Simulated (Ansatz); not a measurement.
# H6OSSi2: reading failed and doubtful runs

3 inputs were typed for H6OSSi2. Each is run as it stands; the log then has to tell whether the result can be used.

Method: the settings change from run to run; program: Ansatz 0.2.0, Gaussian basis.

## Step 1: The molecule

The geometry comes from an earlier relaxation with PBE0-D4 in a triple-zeta def2 set; it is a stationary point, not always the lowest conformer.

10 atoms, charge 0, spin multiplicity 1.

Atoms are counted from 1 here; the program's logs count them from 0.

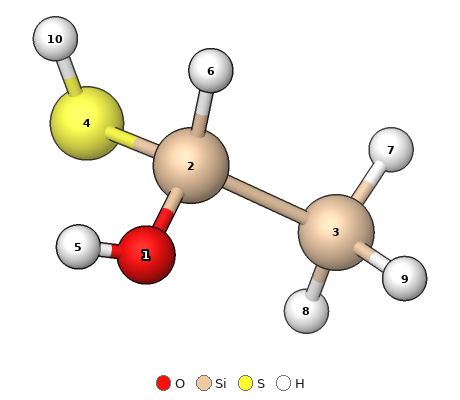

The geometry (oxygen red, silicon light orange, sulfur yellow, hydrogen white); atoms are numbered from 1 in the order of the file.

## Step 2: Try 1

Input file in.yaml:

```yaml
crystal:
  periodic: [false, false, false]
  atoms:
    - {symbol: O, position_ang: [-1.882986, 0.325459, -0.193252]}
    - {symbol: Si, position_ang: [-0.323707, 0.770777, 0.160210]}
    - {symbol: Si, position_ang: [0.430600, -1.494737, 0.732890]}
    - {symbol: S, position_ang: [0.911545, 0.681275, -1.860856]}
    - {symbol: H, position_ang: [-2.421297, 1.508180, -0.731463]}
    - {symbol: H, position_ang: [0.554353, 1.540755, 0.650829]}
    - {symbol: H, position_ang: [1.762881, -1.384255, 1.280417]}
    - {symbol: H, position_ang: [0.086756, -2.594933, -0.109296]}
    - {symbol: H, position_ang: [-0.316732, -1.661535, 2.114574]}
    - {symbol: H, position_ang: [1.142242, 1.932132, -1.775213]}
basis:
  gaussian: {orbitals: def2-mTZVP}
hamiltonian: {xc: {name: HF}}
correlation: {method: mp2, frozen_orbitals: {O: 9}}
output: {forces: true}
```

On the command line:

```bash
$ ansatz run in.yaml --threads 2 --pin off --events-out ev --progress --plain --max-ram 4352MiB
```

What it wrote:

```text
Functional definition: HF
  name "HF"
  cite "Fock, Z. Phys. 61, 126 (1930) doi:10.1007/BF01340294"
  parent pbe
  exchange = exact_x
  correlation = 0
Error: "frozen_orbitals" has no count for Si
```

It took 0.05 s on 2 threads of AMD EPYC 9B14, shared host.

Diagnosis: The program refused the input. Frozen orbitals are typed for one element alone, and the program wants a count for each. Its coordinates are also moved off the relaxed structure. To mend it, leave frozen_orbitals out, or give every element a count that its core really has.

## Step 3: Try 2

Input file in.yaml:

```yaml
crystal:
  periodic: [false, false, false]
  atoms:
    - {symbol: O, position_ang: [-1.821655, 0.570137, -0.189287]}
    - {symbol: Si, position_ang: [-0.178996, 0.598202, -0.069109]}
    - {symbol: Si, position_ang: [0.444342, -1.442392, 0.879874]}
    - {symbol: S, position_ang: [0.791284, 0.773583, -1.977393]}
    - {symbol: H, position_ang: [-2.238278, 1.234199, -0.742270]}
    - {symbol: H, position_ang: [0.281428, 1.776429, 0.716469]}
    - {symbol: H, position_ang: [1.884193, -1.384081, 1.246572]}
    - {symbol: H, position_ang: [0.239177, -2.533161, -0.109935]}
    - {symbol: H, position_ang: [-0.357748, -1.730866, 2.098236]}
    - {symbol: H, position_ang: [1.039455, 2.086851, -1.850157]}
basis:
  gaussian: {orbitals: cc-pVTZ-DK}
total_charge: -2
magnetization: {spin_polarized: true, initial_magnetization: 0}
hamiltonian: {xc: {name: r2SCAN50}, dispersion: d3bjatm}
output: {forces: true}
```

Launched as before.

What it wrote (excerpt; [...] marks lines left out):

```text
Functional definition: r2SCAN50
  name "r2SCAN50"
  cite "Bursch, Neugebauer, Ehlert & Grimme, J. Chem. Phys. 156, 134105 (2022) doi:10.1063/5.0086040"
  cite "Furness, Kaplan, Ning, Perdew & Sun, J. Phys. Chem. Lett. 11, 8208 (2020) doi:10.1021/acs.jpclett.0c02405"
  cite "Furness, Kaplan, Ning, Perdew & Sun, J. Phys. Chem. Lett. 11, 9248 (2020) doi:10.1021/acs.jpclett.0c03077"
  parent r2scan
[...]
1501 factors; their error is unknown
[...]
mean field -28791.46084264 eV, -1058.0666704139 hartree, gradient 6.6e-6 eV, S^2 0.907550; 11 other end points of the search recorded, 0 dependent functions left out
[...]
reference -28791.46085168 eV, -1058.0666707461 hartree; 30, 30 occupied and 186, 186 virtual orbitals, 1501 factors
Total energy: -28791.55749550 eV, -1058.0702223410 hartree
Relativity: scalar
Atom 0 at    -1.821655     0.570137    -0.189287 Å, force    -0.424492    -0.669859     0.561087 eV/Å
Atom 1 at    -0.178996     0.598202    -0.069109 Å, force     0.595674    -1.248114     0.034565 eV/Å
Atom 2 at     0.444342    -1.442392     0.879874 Å, force    -1.206465     2.100824    -1.471472 eV/Å
Atom 3 at     0.791284     0.773583    -1.977393 Å, force    -0.307992    -2.805726     0.003282 eV/Å
Atom 4 at    -2.238278     1.234199    -0.742270 Å, force    -0.213381     0.835625    -0.386103 eV/Å
Atom 5 at     0.281428     1.776429     0.716469 Å, force    -0.098601     0.621398     0.005493 eV/Å
Atom 6 at     1.884193    -1.384081     1.246572 Å, force     0.755032    -0.648466     0.212906 eV/Å
Atom 7 at     0.239177    -2.533161    -0.109935 Å, force     0.323097    -0.843245     0.387540 eV/Å
Atom 8 at    -0.357748    -1.730866     2.098236 Å, force     0.011449    -0.482749     0.573287 eV/Å
Atom 9 at     1.039455     2.086851    -1.850157 Å, force     0.565679     3.140311     0.079414 eV/Å
Dipole moment:    -0.056695    -0.479578     0.272257 e Å
```

It took 76 s on 2 threads of AMD EPYC 9B14, shared host; peak memory 1.2 GiB.

What is wrong: It ended without an error, which proves nothing about the input. The charge is far from anything that the molecule holds. It asks for charge -2; the species has 0. Its energy belongs to another ion. Fix: type the charge that the molecule really has.

## Step 4: Try 3

Input file in.yaml:

```yaml
crystal:
  periodic: [false, false, false]
  atoms:
    - {symbol: O, position_ang: [-1.821655, 0.570137, -0.189287]}
    - {symbol: Si, position_ang: [-0.178996, 0.598202, -0.069109]}
    - {symbol: Si, position_ang: [0.444342, -1.442392, 0.879874]}
    - {symbol: S, position_ang: [0.791284, 0.773583, -1.977393]}
    - {symbol: H, position_ang: [-2.238278, 1.234199, -0.742270]}
    - {symbol: H, position_ang: [0.281428, 1.776429, 0.716469]}
    - {symbol: H, position_ang: [1.884193, -1.384081, 1.246572]}
    - {symbol: H, position_ang: [0.239177, -2.533161, -0.109935]}
    - {symbol: H, position_ang: [-0.357748, -1.730866, 2.098236]}
    - {symbol: H, position_ang: [1.039455, 2.086851, -1.850157]}
basis:
  gaussian: {orbitals: def2-TZVPPP}
magnetization: {spin_polarized: true, initial_magnetization: 0}
hamiltonian: {xc: {name: HSE06}}
output: {forces: true}
```

The command is unchanged.

What it wrote:

```text
Error: <dir> can't be read: No such file or directory (os error 2)
```

Wall time 0.05 s (2 threads of AMD EPYC 9B14, shared host).

**Diagnosis.** The program refused the input before any cycle. It says: «<dir> can't be read: No such file or directory (os error 2)» No basis of that name is known. Fix: name a listed orbital basis.

## Step 5: Summary

```csv
try,level,ended,cause,time
1,MP2/def2-mTZVP,refused,"frozen orbitals are typed for one element alone, and the program wants a count for each",0.05 s
2,r2SCAN50/cc-pVTZ-DK,converged,the charge is far from anything that the molecule holds,76 s
3,HSE06/def2-TZVPPP,refused,no basis of that name is known,0.05 s
```

In words: 2 refused, 1 converged. A refusal costs next to no computing time. The dangerous case is the input that converges on a wrong geometry, charge, spin, basis or grid: often only a look at the input shows it.
